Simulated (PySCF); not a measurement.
# FeSCl: one geometry, several methods and rigid scans

Aim: at the PBE0 minimum of sextet FeSCl, found before, compare methods on energies and levels. Rigid scans about the minimum follow.

The runs use PySCF 2.14.0; several methods, basis Fe def2-TZVP, S def2-TZVP, Cl def2-TZVP, no relativity, density fitting.

### Step 1. The starting structure

3 atoms, charge 0, spin multiplicity 6.

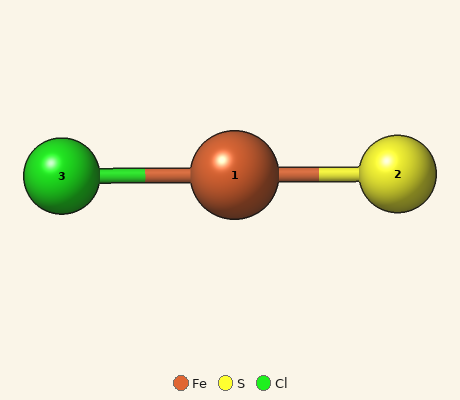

The starting geometry (iron orange, sulfur yellow, chlorine green); atoms are numbered from 1 in the order of the file.

Z-matrix (Å, degrees; charge 0 multiplicity 6):
```
Fe
S  1 2.0406
Cl 1 2.1620 2 180.00
```

### Step 2. PBE0

One driver script runs all steps and calls PySCF; scf.py shows the equivalent input of each level. Each SCF starts from the density of the minimum. The driver also runs the species with one electron less or more at the same geometry (cation multiplicity 5, anion multiplicity 5); their logs are not shown.

scf.py

```python
from pyscf import gto, scf, dft
mol = gto.M(atom='''
Fe     0.000000     0.000000    -0.084341
S      0.000000     0.000000    -2.124892
Cl     0.000000     0.000000     2.077701''',
    basis={'Fe': 'def2-TZVP', 'S': 'def2-TZVP', 'Cl': 'def2-TZVP'},
    charge=0, spin=5)
mf = dft.UKS(mol, xc='PBE0')
mf.grids.atom_grid = (99, 590)
aux = {'Fe': 'def2-universal-JKFIT', 'S': 'def2-universal-JKFIT', 'Cl': 'def2-universal-JKFIT'}
mf = mf.density_fit(auxbasis=aux)
mf.kernel()
```

### Step 3. HF

Changes to scf.py since step 2:

```diff
@@ -8,2 +8 @@
-mf = dft.UKS(mol, xc='PBE0')
-mf.grids.atom_grid = (99, 590)
+mf = scf.UHF(mol)
```

### Step 4. MP2

Changes to scf.py since step 3:

```diff
@@ -11,0 +12,2 @@
+from pyscf.mp import dfump2
+dfump2.DFUMP2(mf, frozen=15).kernel()  # the driver gives MP2 a fitting basis of its own (RI)
```

### Step 5. PBE

Changes to scf.py since step 4:

```diff
@@ -8 +8,2 @@
-mf = scf.UHF(mol)
+mf = dft.UKS(mol, xc='PBE')
+mf.grids.atom_grid = (99, 590)
@@ -12,2 +12,0 @@
-from pyscf.mp import dfump2
-dfump2.DFUMP2(mf, frozen=15).kernel()  # the driver gives MP2 a fitting basis of its own (RI)
```

### Step 6. r2SCAN

Changes to scf.py since step 5:

```diff
@@ -8 +8 @@
-mf = dft.UKS(mol, xc='PBE')
+mf = dft.UKS(mol, xc='R2SCAN')
```

### Step 7. B3LYP

Changes to scf.py since step 6:

```diff
@@ -8 +8 @@
-mf = dft.UKS(mol, xc='R2SCAN')
+mf = dft.UKS(mol, xc='B3LYP')
```

### Step 8. TPSSh

Changes to scf.py since step 7:

```diff
@@ -8 +8 @@
-mf = dft.UKS(mol, xc='B3LYP')
+mf = dft.UKS(mol, xc='TPSSH')
```

### Step 9. CAM-B3LYP

Changes to scf.py since step 8:

```diff
@@ -8 +8 @@
-mf = dft.UKS(mol, xc='TPSSH')
+mf = dft.UKS(mol, xc='CAMB3LYP')
```

### Step 10. MN15

Changes to scf.py since step 9:

```diff
@@ -8 +8 @@
-mf = dft.UKS(mol, xc='CAMB3LYP')
+mf = dft.UKS(mol, xc='MN15')
```

### Step 12. Breathing scan

A rigid scan with PBE0: all bonds to the central atom are scaled together. Each point starts from its neighbour's orbitals, and energies count from the minimum.

### Step 13. Stretching one bond

A rigid scan with PBE0: the bond from Fe to the last atom (Cl) is scaled and the rest held.

(Steps that only read results are left out.)

Q: Predict the outcome of this session. Wanted: atomisation energy, range; vertical ionisation energy, range; vertical electron affinity, range; gap, range; all bonds 4 % longer; one bond 20 % longer.

**Answer**, as computed:

```
                         quantity                                 value
        atomisation energy, range          333 (HF) to 817 (PBE) kJ/mol
vertical ionisation energy, range           8.27 (HF) to 10.30 (MP2) eV
vertical electron affinity, range  2.60 (r2SCAN) to 2.96 (CAM-B3LYP) eV
                       gap, range            0.34 (PBE) to 9.49 (HF) eV
             all bonds 4 % longer                           10.8 kJ/mol
             one bond 20 % longer                           73.6 kJ/mol
```

In words: The atomisation energy spreads over 484 kJ/mol, from HF to PBE; without a CCSD(T) value for it there is no yardstick here. Spin contamination is strong in at least one of the open-shell species at PBE0, HF, MP2, PBE, r2SCAN, B3LYP, TPSSh, CAM-B3LYP, MN15. Without diffuse functions electron affinities tend to come out too low. Shortening all bonds by 4 % costs 13.9 kJ/mol and lengthening them 10.8: the wall is steeper on the short side. This is the lowest SCF solution found for this spin; with open d or f shells other occupations or spin states may lie lower.
